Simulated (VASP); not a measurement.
Band structure of ScAl3 (space group I4/mmm). All values below come from r2SCAN meta-GGA, VASP's PBE PAW potentials (set 64) (plane waves; VASP 6.6.1).

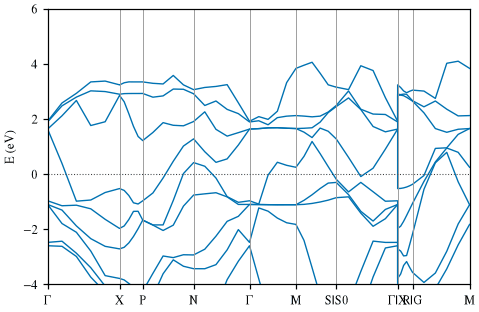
Bands along high-symmetry lines, zero at the valence-band maximum or, without a gap, the Fermi level

Problem. Read the plot: is there a gap, and where are the band edges?

Solution. It has no gap at this level: it comes out as a metal or semimetal.

The structure comes from a computed database's ScAl3 entry (I4/mmm); how it stands against other phases isn't given here. It was relaxed first.
